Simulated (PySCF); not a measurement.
# Gallium: the same states on changed settings

Aim: see what changed settings do to total energies and their difference. The change: initial guess minao, at most 50 SCF cycles. A sound run of the same states serves as the yardstick.

Method: unrestricted determinants in a Gaussian basis, no spin-orbit coupling in the energies. Code: PySCF 2.14.0.

### 1 The atom as given

| Property | Result |
| --- | --- |
| Element | gallium (Z = 31) |
| Basis | x2c-SVPall (5s4p3d, 32 functions) |
| Hamiltonian | scalar relativity by spin-free X2C-1e |
| State 1 | Ga⁺: [Ar] 3d10 4s2, closed-shell 1S |
| State 2 | Ga²⁺: [Ar] 3d10 4s1, 2S determinant |
| Methods | UHF, TPSS, M06-L, MP2, CCSD(T) |
| Core shells frozen in the correlated runs | valence: [Ar] 3d10 (for Ga⁺) |

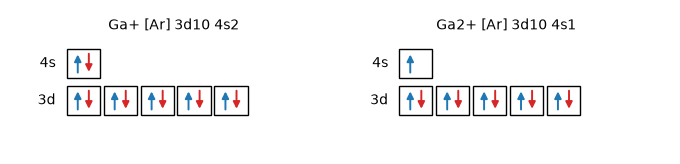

Occupation of the outer shells (arrows by Hund's rule).

The sound run (x2c-SVPall, the spin-free X2C one-electron Hamiltonian (Gaussian nucleus), symmetry-adapted start, fine grid, valence correlation) gave:

| species | method | energy (hartree) |
| --- | --- | --- |
| Ga⁺ | UHF | -1941.62789 |
| Ga⁺ | TPSS | -1943.25290 |
| Ga⁺ | M06-L | -1943.19577 |
| Ga⁺ | MP2 (valence) | -1941.65218 |
| Ga⁺ | CCSD(T) (valence) | -1941.66378 |
| Ga²⁺ | UHF | -1940.93852 |
| Ga²⁺ | TPSS | -1942.49775 |
| Ga²⁺ | M06-L | -1942.43577 |

The runs were made by one driver on top of PySCF. The scripts below sum up each run's settings (the driver also hands on starting orbitals that pick excited configurations, and frozen orbitals as a list rather than a count), and the logs come from the driver's own runs.

The driver's launch:

```sh
$ OMP_NUM_THREADS=1 python atomrun2.py TASK.json OUT
```

The integrals over 32 functions and the set-up took 0.09 s of CPU time.

### 2 Changed run, Ga⁺, method by method

UHF:

The input, input.py:

```python
from pyscf import gto, scf, dft, mp, cc
import basis_set_exchange as bse
mol = gto.M(atom="Ga 0 0 0", charge=1, spin=0, symmetry="D2h",
            basis=gto.basis.parse(bse.get_basis("x2c-SVPall", elements=["Ga"], fmt="nwchem", header=False)),
            nucmod="G")
mf = scf.UHF(mol).sfx2c1e()
mf.irrep_nelec = {'Ag': (6, 6), 'B1g': (1, 1), 'B2g': (1, 1), 'B3g': (1, 1), 'B1u': (2, 2), 'B2u': (2, 2), 'B3u': (2, 2)}
mf.init_guess = "minao"
mf.max_cycle = 50
mf.kernel()
```

Output:

```text
damping factor = 0
level_shift factor = 0
DIIS = <class 'pyscf.scf.diis.CDIIS'>
diis_start_cycle = 1
diis_space = 10
diis_damp = 0
SCF conv_tol = 1e-09
SCF conv_tol_grad = None
number electrons alpha = 15  beta = 15
irrep_nelec {'Ag': (6, 6), 'B1g': (1, 1), 'B2g': (1, 1), 'B3g': (1, 1), 'B1u': (2, 2), 'B2u': (2, 2), 'B3u': (2, 2)}
alpha HOMO (Ag) = -0.413875835281429  LUMO (B1u) = 0.0169271153066124
  HOMO = -0.413875835281  LUMO = 0.0169271153066  gap/eV = 11.72275
cycle= 1 E= -1941.6175776665  delta_E= 0.0428  |g|= 0.136  |ddm|= 0.371
alpha HOMO (Ag) = -0.714066464587468  LUMO (B1u) = -0.208558540148904
  HOMO = -0.714066464587  LUMO = -0.208558540149  gap/eV = 13.75557
cycle= 2 E= -1941.62589323348  delta_E= -0.00832  |g|= 0.0975  |ddm|= 0.39
alpha HOMO (Ag) = -0.703744506064918  LUMO (B1u) = -0.19982647667543
  HOMO = -0.703744506065  LUMO = -0.199826476675  gap/eV = 13.71231
cycle= 3 E= -1941.62776897794  delta_E= -0.00188  |g|= 0.00907  |ddm|= 0.0372
alpha HOMO (Ag) = -0.699136610901843  LUMO (B1u) = -0.193473073966878
  HOMO = -0.699136610902  LUMO = -0.193473073967  gap/eV = 13.75981
cycle= 4 E= -1941.62788579548  delta_E= -0.000117  |g|= 0.00112  |ddm|= 0.0582
alpha HOMO (Ag) = -0.698914722245898  LUMO (B1u) = -0.193138783576696
  HOMO = -0.698914722246  LUMO = -0.193138783577  gap/eV = 13.76286
cycle= 5 E= -1941.62788731759  delta_E= -1.52e-06  |g|= 2.55e-05  |ddm|= 0.00692
alpha HOMO (Ag) = -0.698927704259575  LUMO (B1u) = -0.193128239476162
  HOMO = -0.69892770426  LUMO = -0.193128239476  gap/eV = 13.76350
cycle= 6 E= -1941.62788731797  delta_E= -3.78e-10  |g|= 2.84e-07  |ddm|= 2.81e-05
converged SCF energy = -1941.62788731797  <S^2> = -1.4210855e-14  2S+1 = 1
```

It took 0.11 s on 1 thread of Neoverse-V1, shared host, the integrals not counted.

The occupied shells:

```
shell  electrons  mean orbital energy (eV)  spread (eV)  rms radius (bohr)
   1s          2                  -10447.7            0             0.0561
   2s          2                   -1349.0            0              0.236
   2p          6                   -1171.2            0              0.211
   3s          2                   -187.33            0              0.699
   3p          6                   -131.41            0              0.738
   3d         10                   -39.979            0              0.897
   4s          2                   -19.019            0               2.48
```

⟨S²⟩ = 0.000, ⟨L²⟩ = 0.00.

TPSS:

input.py, as changed from the run before:

```diff
@@ -5,3 +5,3 @@
             nucmod="G")
-mf = scf.UHF(mol).sfx2c1e()
+mf = dft.UKS(mol, xc="TPSS").sfx2c1e()
 mf.irrep_nelec = {'Ag': (6, 6), 'B1g': (1, 1), 'B2g': (1, 1), 'B3g': (1, 1), 'B1u': (2, 2), 'B2u': (2, 2), 'B3u': (2, 2)}
```

Output:

```text
damping factor = 0
level_shift factor = 0
DIIS = <class 'pyscf.scf.diis.CDIIS'>
diis_start_cycle = 1
diis_space = 10
diis_damp = 0
SCF conv_tol = 1e-09
SCF conv_tol_grad = None
number electrons alpha = 15  beta = 15
irrep_nelec {'Ag': (6, 6), 'B1g': (1, 1), 'B2g': (1, 1), 'B3g': (1, 1), 'B1u': (2, 2), 'B2u': (2, 2), 'B3u': (2, 2)}
XC functionals = TPSS
    J. Tao, J. P. Perdew, V. N. Staroverov, and G. E. Scuseria.,  Phys. Rev. Lett. 91, 146401 (2003)
    J. P. Perdew, J. Tao, V. N. Staroverov, and G. E. Scuseria.,  J. Chem. Phys. 120, 6898 (2004)
    J. Tao, J. P. Perdew, V. N. Staroverov, and G. E. Scuseria.,  Phys. Rev. Lett. 91, 146401 (2003)
    J. P. Perdew, J. Tao, V. N. Staroverov, and G. E. Scuseria.,  J. Chem. Phys. 120, 6898 (2004)
alpha HOMO (Ag) = -0.307022722372168  LUMO (B1u) = -0.0789655155017904
  HOMO = -0.307022722372  LUMO = -0.0789655155018  gap/eV = 6.20575
cycle= 1 E= -1943.18982685107  delta_E= 0.207  |g|= 0.508  |ddm|= 0.396
alpha HOMO (Ag) = -0.655667974058877  LUMO (B1u) = -0.368435270094644
  HOMO = -0.655667974059  LUMO = -0.368435270095  gap/eV = 7.81600
cycle= 2 E= -1943.15632861642  delta_E= 0.0335  |g|= 0.68  |ddm|= 1.02
alpha HOMO (Ag) = -0.612747998204516  LUMO (B1u) = -0.339970299701888
  HOMO = -0.612747998205  LUMO = -0.339970299702  gap/eV = 7.42266
cycle= 3 E= -1943.25280850521  delta_E= -0.0965  |g|= 0.0143  |ddm|= 0.329
alpha HOMO (Ag) = -0.600048593058037  LUMO (B1u) = -0.329803691772489
  HOMO = -0.600048593058  LUMO = -0.329803691772  gap/eV = 7.35374
cycle= 4 E= -1943.25289689583  delta_E= -8.84e-05  |g|= 0.00193  |ddm|= 0.0375
alpha HOMO (Ag) = -0.600019195045899  LUMO (B1u) = -0.329788237647008
  HOMO = -0.600019195046  LUMO = -0.329788237647  gap/eV = 7.35336
cycle= 5 E= -1943.2528976079  delta_E= -7.12e-07  |g|= 7.15e-05  |ddm|= 0.000594
alpha HOMO (Ag) = -0.600033247392208  LUMO (B1u) = -0.32980025174433
  HOMO = -0.600033247392  LUMO = -0.329800251744  gap/eV = 7.35341
cycle= 6 E= -1943.25289760897  delta_E= -1.07e-09  |g|= 8.29e-07  |ddm|= 4.47e-05
alpha HOMO (Ag) = -0.600033297061226  LUMO (B1u) = -0.329800299759621
  HOMO = -0.600033297061  LUMO = -0.32980029976  gap/eV = 7.35341
cycle= 7 E= -1943.25289760897  delta_E= -6.82e-13  |g|= 2.73e-09  |ddm|= 2.68e-07
converged SCF energy = -1943.25289760897  <S^2> = -8.8817842e-15  2S+1 = 1
```

It took 0.97 s on 1 thread of Neoverse-V1, shared host, the integrals not counted.

M06-L:

input.py, as changed from the run before:

```diff
@@ -5,3 +5,3 @@
             nucmod="G")
-mf = dft.UKS(mol, xc="TPSS").sfx2c1e()
+mf = dft.UKS(mol, xc="M06L").sfx2c1e()
 mf.irrep_nelec = {'Ag': (6, 6), 'B1g': (1, 1), 'B2g': (1, 1), 'B3g': (1, 1), 'B1u': (2, 2), 'B2u': (2, 2), 'B3u': (2, 2)}
```

Output:

```text
damping factor = 0
level_shift factor = 0
DIIS = <class 'pyscf.scf.diis.CDIIS'>
diis_start_cycle = 1
diis_space = 10
diis_damp = 0
SCF conv_tol = 1e-09
SCF conv_tol_grad = None
number electrons alpha = 15  beta = 15
irrep_nelec {'Ag': (6, 6), 'B1g': (1, 1), 'B2g': (1, 1), 'B3g': (1, 1), 'B1u': (2, 2), 'B2u': (2, 2), 'B3u': (2, 2)}
XC functionals = M06L
    Y. Zhao and D. G. Truhlar.,  J. Chem. Phys. 125, 194101 (2006)
    Y. Zhao and D. G. Truhlar.,  J. Chem. Phys. 125, 194101 (2006)
    Y. Zhao and D. G. Truhlar.,  Theor. Chem. Acc. 120, 215 (2008)
alpha HOMO (Ag) = -0.309468324827646  LUMO (B1u) = -0.0744474468733439
  HOMO = -0.309468324828  LUMO = -0.0744474468733  gap/eV = 6.39524
cycle= 1 E= -1943.15365258491  delta_E= 0.183  |g|= 0.367  |ddm|= 0.372
alpha HOMO (Ag) = -0.6493391122211  LUMO (B1u) = -0.357049409652077
  HOMO = -0.649339112221  LUMO = -0.357049409652  gap/eV = 7.95361
cycle= 2 E= -1943.14809109259  delta_E= 0.00556  |g|= 0.483  |ddm|= 0.923
alpha HOMO (Ag) = -0.616637790660045  LUMO (B1u) = -0.334795449617592
  HOMO = -0.61663779066  LUMO = -0.334795449618  gap/eV = 7.66932
cycle= 3 E= -1943.19571608378  delta_E= -0.0476  |g|= 0.0111  |ddm|= 0.193
alpha HOMO (Ag) = -0.600937415536115  LUMO (B1u) = -0.322540629004402
  HOMO = -0.600937415536  LUMO = -0.322540629004  gap/eV = 7.57556
cycle= 4 E= -1943.19577125786  delta_E= -5.52e-05  |g|= 0.0027  |ddm|= 0.00854
alpha HOMO (Ag) = -0.600309780952386  LUMO (B1u) = -0.321968499257713
  HOMO = -0.600309780952  LUMO = -0.321968499258  gap/eV = 7.57405
cycle= 5 E= -1943.1957727823  delta_E= -1.52e-06  |g|= 3.23e-05  |ddm|= 0.00341
alpha HOMO (Ag) = -0.600313742866972  LUMO (B1u) = -0.321977314082195
  HOMO = -0.600313742867  LUMO = -0.321977314082  gap/eV = 7.57392
cycle= 6 E= -1943.19577278283  delta_E= -5.3e-10  |g|= 4.1e-06  |ddm|= 0.00013
converged SCF energy = -1943.19577278283  <S^2> = -1.0658141e-14  2S+1 = 1
```

It took 0.79 s on 1 thread of Neoverse-V1, shared host, the integrals not counted.

MP2 (valence):

input.py, as changed from the run before:

```diff
@@ -5,3 +5,3 @@
             nucmod="G")
-mf = dft.UKS(mol, xc="M06L").sfx2c1e()
+mf = scf.UHF(mol).sfx2c1e()
 mf.irrep_nelec = {'Ag': (6, 6), 'B1g': (1, 1), 'B2g': (1, 1), 'B3g': (1, 1), 'B1u': (2, 2), 'B2u': (2, 2), 'B3u': (2, 2)}
@@ -10 +10,2 @@
 mf.kernel()
+mp.UMP2(mf, frozen=14).kernel()
```

The driver printed no log here.

It took 0.01 s on 1 thread of Neoverse-V1, shared host, the integrals not counted.

With 2 electrons correlated, the MP2 correlation energy is -0.02429 hartree (0.00000 same spin, -0.02429 opposite spin); the SCS form gives -0.02915. Largest pairs of shells: 4s-4s -0.0243.

CCSD(T) (valence):

input.py, as changed from the run before:

```diff
@@ -10,2 +10,3 @@
 mf.kernel()
-mp.UMP2(mf, frozen=14).kernel()
+mycc = cc.CCSD(mf, frozen=14).run()
+mycc.ccsd_t()
```

Output:

```text
CC2 = 0
CCSD nocc = 1, nmo = 18
frozen orbitals [0, 1, 2, 3, 4, 5, 6, 7, 8, 9, 10, 11, 12, 13]
max_cycle = 100
direct = 0
conv_tol = 1e-08
conv_tol_normt = 1e-06
diis_space = 8
diis_start_cycle = 0
Init t2, MP2 energy = -1941.65217509071  E_corr(MP2) -0.0242877727419485
Init E_corr(CCSD) = -0.0242877727419804
cycle = 1  E_corr(CCSD) = -0.0314760105346266  dE = -0.00718823779  norm(t1,t2) = 0.0444005
cycle = 2  E_corr(CCSD) = -0.034038347373682  dE = -0.00256233684  norm(t1,t2) = 0.0188357
cycle = 3  E_corr(CCSD) = -0.0359092061359861  dE = -0.00187085876  norm(t1,t2) = 0.00849368
cycle = 4  E_corr(CCSD) = -0.0358888065807493  dE = 2.03995552e-05  norm(t1,t2) = 0.000363498
cycle = 5  E_corr(CCSD) = -0.0358906146051726  dE = -1.80802442e-06  norm(t1,t2) = 3.50642e-05
cycle = 6  E_corr(CCSD) = -0.0358886410646218  dE = 1.97354055e-06  norm(t1,t2) = 7.49902e-06
cycle = 7  E_corr(CCSD) = -0.0358890548334281  dE = -4.13768806e-07  norm(t1,t2) = 1.64379e-06
cycle = 8  E_corr(CCSD) = -0.0358890171400971  dE = 3.7693331e-08  norm(t1,t2) = 1.82301e-07
cycle = 9  E_corr(CCSD) = -0.0358890157997419  dE = 1.34035522e-09  norm(t1,t2) = 1.4235e-08
CCSD converged
E(CCSD) = -1941.663776333768  E_corr = -0.03588901579974191
```

It took 0.06 s on 1 thread of Neoverse-V1, shared host, the integrals not counted.

CCSD correlation -0.03589 hartree, triples 0.00000; total -1941.663776. T1 = 0.007, largest double amplitude 0.099. With two correlated electrons the triples vanish and CCSD is exact in this space.

### 3 Changed run, Ga²⁺, method by method

UHF:

The input, input.py:

```python
from pyscf import gto, scf, dft, mp, cc
import basis_set_exchange as bse
mol = gto.M(atom="Ga 0 0 0", charge=2, spin=1, symmetry="D2h",
            basis=gto.basis.parse(bse.get_basis("x2c-SVPall", elements=["Ga"], fmt="nwchem", header=False)),
            nucmod="G")
mf = scf.UHF(mol).sfx2c1e()
mf.irrep_nelec = {'Ag': (6, 5), 'B1g': (1, 1), 'B2g': (1, 1), 'B3g': (1, 1), 'B1u': (2, 2), 'B2u': (2, 2), 'B3u': (2, 2)}
mf.init_guess = "minao"
mf.max_cycle = 50
mf.kernel()
```

Output:

```text
damping factor = 0
level_shift factor = 0
DIIS = <class 'pyscf.scf.diis.CDIIS'>
diis_start_cycle = 1
diis_space = 10
diis_damp = 0
SCF conv_tol = 1e-09
SCF conv_tol_grad = None
number electrons alpha = 15  beta = 14
irrep_nelec {'Ag': (6, 5), 'B1g': (1, 1), 'B2g': (1, 1), 'B3g': (1, 1), 'B1u': (2, 2), 'B2u': (2, 2), 'B3u': (2, 2)}
alpha HOMO (Ag) = -0.413875835281429  LUMO (B1u) = 0.0169271153066124

WARN: HOMO -0.413875835281429 >= LUMO -0.413875835281429

cycle= 1 E= -1940.90659301221  delta_E= 0.754  |g|= 0.245  |ddm|= 1.07
alpha HOMO (Ag) = -1.09556897402907  LUMO (B1u) = -0.534753779120949
  HOMO = -1.09556897403  LUMO = -0.715538073557  gap/eV = 10.34117
cycle= 2 E= -1940.93306780555  delta_E= -0.0265  |g|= 0.156  |ddm|= 0.619
alpha HOMO (Ag) = -1.08769717925975  LUMO (B1u) = -0.520266311052718
  HOMO = -1.08769717926  LUMO = -0.693364864507  gap/eV = 10.73033
cycle= 3 E= -1940.93808748548  delta_E= -0.00502  |g|= 0.0177  |ddm|= 0.0927
alpha HOMO (Ag) = -1.09054684740274  LUMO (B1u) = -0.511908725926307
  HOMO = -1.0905468474  LUMO = -0.681560670767  gap/eV = 11.12908
cycle= 4 E= -1940.9385159803  delta_E= -0.000428  |g|= 0.00298  |ddm|= 0.119
alpha HOMO (Ag) = -1.09033212142213  LUMO (B1u) = -0.511788877034238
  HOMO = -1.09033212142  LUMO = -0.681569753446  gap/eV = 11.12299
cycle= 5 E= -1940.93852221214  delta_E= -6.23e-06  |g|= 0.000405  |ddm|= 0.0131
alpha HOMO (Ag) = -1.09052500609729  LUMO (B1u) = -0.511796244449117
  HOMO = -1.0905250061  LUMO = -0.68147504041  gap/eV = 11.13082
cycle= 6 E= -1940.93852230755  delta_E= -9.54e-08  |g|= 3.91e-05  |ddm|= 0.000829
alpha HOMO (Ag) = -1.09048603665063  LUMO (B1u) = -0.511810966887023
  HOMO = -1.09048603665  LUMO = -0.681501278156  gap/eV = 11.12904
cycle= 7 E= -1940.9385223086  delta_E= -1.05e-09  |g|= 6.64e-07  |ddm|= 0.000118
alpha HOMO (Ag) = -1.09048560331687  LUMO (B1u) = -0.511811067442069
  HOMO = -1.09048560332  LUMO = -0.681501490505  gap/eV = 11.12902
cycle= 8 E= -1940.9385223086  delta_E= 2.27e-13  |g|= 3.9e-08  |ddm|= 8.72e-07
converged SCF energy = -1940.9385223086  <S^2> = 0.75048477  2S+1 = 2.0004847
```

It took 0.13 s on 1 thread of Neoverse-V1, shared host, the integrals not counted.

The occupied shells:

```csv
shell,electrons,mean orbital energy (eV),spread (eV),rms radius (bohr)
1s α,1,-10459.8,0,0.0561
1s β,1,-10459.7,0,0.0561
2s α,1,-1360.8,0,0.236
2s β,1,-1360.7,0,0.236
2p α,3,-1183.1,0,0.211
2p β,3,-1183.0,0,0.211
3s α,1,-199.41,0,0.699
3s β,1,-198.94,0,0.699
3p α,3,-143.46,0,0.737
3p β,3,-143.33,0,0.737
3d α,5,-52.002,0,0.888
3d β,5,-51.893,0,0.888
4s α,1,-29.674,0,2.31
```

⟨S²⟩ = 0.750, ⟨L²⟩ = 0.00.

TPSS:

input.py, as changed from the run before:

```diff
@@ -5,3 +5,3 @@
             nucmod="G")
-mf = scf.UHF(mol).sfx2c1e()
+mf = dft.UKS(mol, xc="TPSS").sfx2c1e()
 mf.irrep_nelec = {'Ag': (6, 5), 'B1g': (1, 1), 'B2g': (1, 1), 'B3g': (1, 1), 'B1u': (2, 2), 'B2u': (2, 2), 'B3u': (2, 2)}
```

Output:

```text
damping factor = 0
level_shift factor = 0
DIIS = <class 'pyscf.scf.diis.CDIIS'>
diis_start_cycle = 1
diis_space = 10
diis_damp = 0
SCF conv_tol = 1e-09
SCF conv_tol_grad = None
number electrons alpha = 15  beta = 14
irrep_nelec {'Ag': (6, 5), 'B1g': (1, 1), 'B2g': (1, 1), 'B3g': (1, 1), 'B1u': (2, 2), 'B2u': (2, 2), 'B3u': (2, 2)}
XC functionals = TPSS
    J. Tao, J. P. Perdew, V. N. Staroverov, and G. E. Scuseria.,  Phys. Rev. Lett. 91, 146401 (2003)
    J. P. Perdew, J. Tao, V. N. Staroverov, and G. E. Scuseria.,  J. Chem. Phys. 120, 6898 (2004)
    J. Tao, J. P. Perdew, V. N. Staroverov, and G. E. Scuseria.,  Phys. Rev. Lett. 91, 146401 (2003)
    J. P. Perdew, J. Tao, V. N. Staroverov, and G. E. Scuseria.,  J. Chem. Phys. 120, 6898 (2004)
alpha HOMO (Ag) = -0.307022722372168  LUMO (B1u) = -0.0789655155017904

WARN: HOMO -0.307022722372168 >= LUMO -0.307022722372167

cycle= 1 E= -1942.38917157642  delta_E= 1.01  |g|= 0.637  |ddm|=  1.1
alpha HOMO (Ag) = -1.03986567301233  LUMO (B1u) = -0.717937151010789
  HOMO = -1.03986567301  LUMO = -0.985482843736  gap/eV = 1.47983
cycle= 2 E= -1942.37619560881  delta_E= 0.013  |g|= 0.775  |ddm|= 1.16
alpha HOMO (Ag) = -0.990744810140932  LUMO (B1u) = -0.680815032166856
  HOMO = -0.990744810141  LUMO = -0.932470252401  gap/eV = 1.58573
cycle= 3 E= -1942.49765089266  delta_E= -0.121  |g|= 0.0178  |ddm|= 0.286
alpha HOMO (Ag) = -0.97646726921509  LUMO (B1u) = -0.667754695470794
  HOMO = -0.976467269215  LUMO = -0.914347598501  gap/eV = 1.69036
cycle= 4 E= -1942.4977491718  delta_E= -9.83e-05  |g|= 0.00162  |ddm|= 0.0186
alpha HOMO (Ag) = -0.976565000321454  LUMO (B1u) = -0.667792997691216
  HOMO = -0.976565000321  LUMO = -0.914184565026  gap/eV = 1.69746
cycle= 5 E= -1942.4977498273  delta_E= -6.56e-07  |g|= 5.36e-05  |ddm|= 0.00106
alpha HOMO (Ag) = -0.976585475144263  LUMO (B1u) = -0.667811191022446
  HOMO = -0.976585475144  LUMO = -0.914199135823  gap/eV = 1.69762
cycle= 6 E= -1942.49774982783  delta_E= -5.29e-10  |g|= 4.2e-06  |ddm|= 2.92e-05
converged SCF energy = -1942.49774982783  <S^2> = 0.75073174  2S+1 = 2.0007316
```

Time after the integrals: 0.86 s (1 thread of Neoverse-V1, shared host).

M06-L:

input.py, as changed from the run before:

```diff
@@ -5,3 +5,3 @@
             nucmod="G")
-mf = dft.UKS(mol, xc="TPSS").sfx2c1e()
+mf = dft.UKS(mol, xc="M06L").sfx2c1e()
 mf.irrep_nelec = {'Ag': (6, 5), 'B1g': (1, 1), 'B2g': (1, 1), 'B3g': (1, 1), 'B1u': (2, 2), 'B2u': (2, 2), 'B3u': (2, 2)}
```

Output:

```text
damping factor = 0
level_shift factor = 0
DIIS = <class 'pyscf.scf.diis.CDIIS'>
diis_start_cycle = 1
diis_space = 10
diis_damp = 0
SCF conv_tol = 1e-09
SCF conv_tol_grad = None
number electrons alpha = 15  beta = 14
irrep_nelec {'Ag': (6, 5), 'B1g': (1, 1), 'B2g': (1, 1), 'B3g': (1, 1), 'B1u': (2, 2), 'B2u': (2, 2), 'B3u': (2, 2)}
XC functionals = M06L
    Y. Zhao and D. G. Truhlar.,  J. Chem. Phys. 125, 194101 (2006)
    Y. Zhao and D. G. Truhlar.,  J. Chem. Phys. 125, 194101 (2006)
    Y. Zhao and D. G. Truhlar.,  Theor. Chem. Acc. 120, 215 (2008)
alpha HOMO (Ag) = -0.309468324827646  LUMO (B1u) = -0.0744474468733439

WARN: HOMO -0.309468324827646 >= LUMO -0.309468324827646

cycle= 1 E= -1942.35600245839  delta_E= 0.981  |g|= 0.479  |ddm|= 1.08
alpha HOMO (Ag) = -1.02907702274494  LUMO (B1u) = -0.700030429399465
  HOMO = -1.02907702274  LUMO = -0.96792935326  gap/eV = 1.66391
cycle= 2 E= -1942.37227740799  delta_E= -0.0163  |g|= 0.562  |ddm|= 1.13
alpha HOMO (Ag) = -0.989778312985265  LUMO (B1u) = -0.671138392538294
  HOMO = -0.989778312985  LUMO = -0.901079249916  gap/eV = 2.41362
cycle= 3 E= -1942.4357062621  delta_E= -0.0634  |g|= 0.0133  |ddm|= 0.193
alpha HOMO (Ag) = -0.973276462257689  LUMO (B1u) = -0.657213704352417
  HOMO = -0.973276462258  LUMO = -0.877281875722  gap/eV = 2.61215
cycle= 4 E= -1942.43576883184  delta_E= -6.26e-05  |g|= 0.0017  |ddm|= 0.0196
alpha HOMO (Ag) = -0.973111653018029  LUMO (B1u) = -0.656954636813409
  HOMO = -0.973111653018  LUMO = -0.878253661901  gap/eV = 2.58122
cycle= 5 E= -1942.43576952064  delta_E= -6.89e-07  |g|= 8.33e-05  |ddm|= 0.00186
alpha HOMO (Ag) = -0.973112865853884  LUMO (B1u) = -0.656944711650479
  HOMO = -0.973112865854  LUMO = -0.878424044796  gap/eV = 2.57661
cycle= 6 E= -1942.43576952356  delta_E= -2.92e-09  |g|= 2.89e-06  |ddm|= 0.000104
alpha HOMO (Ag) = -0.973112216309046  LUMO (B1u) = -0.656944684594423
  HOMO = -0.973112216309  LUMO = -0.878426568558  gap/eV = 2.57653
cycle= 7 E= -1942.43576952356  delta_E= -3.18e-12  |g|= 1.6e-07  |ddm|= 4.85e-06
converged SCF energy = -1942.43576952356  <S^2> = 0.75071644  2S+1 = 2.0007163
```

It took 0.87 s on 1 thread of Neoverse-V1, shared host, the integrals not counted.

### 4 Against the sound run

```
species             method  converged  energy less sound run (eV)
    Ga⁺                UHF        yes                     +0.0000
    Ga⁺               TPSS        yes                     +0.0000
    Ga⁺              M06-L        yes                     +0.0000
    Ga⁺      MP2 (valence)        yes                     +0.0000
    Ga⁺  CCSD(T) (valence)        yes                     -0.0000
   Ga²⁺                UHF        yes                     -0.0000
   Ga²⁺               TPSS        yes                     +0.0000
   Ga²⁺              M06-L        yes                     +0.0000
```

Ionisation energy of Ga⁺:

```
 method  sound run (eV)  changed run (eV)  shift (eV)
    UHF          18.759            18.759      -0.000
   TPSS          20.549            20.549      +0.000
  M06-L          20.681            20.681      -0.000
    MP2          19.419            19.419      -0.000
SCS-MP2          19.552            19.552      -0.000
   CCSD          19.735            19.735      +0.000
CCSD(T)          19.735            19.735      +0.000
  CCSDT          19.735            19.735      +0.000
    FCI          19.735            19.735      +0.000
```

### 5 Outcome

| quantity | value |
| --- | --- |
| change | initial guess minao, at most 50 SCF cycles |
| runs converged | 8 of 8 |
| largest shift of a converged total energy | 0.000 eV |
| largest shift of the ionisation energy | -0.000 eV (SCS-MP2) |

The difference hardly moves. Here the plain start reaches the same solutions.
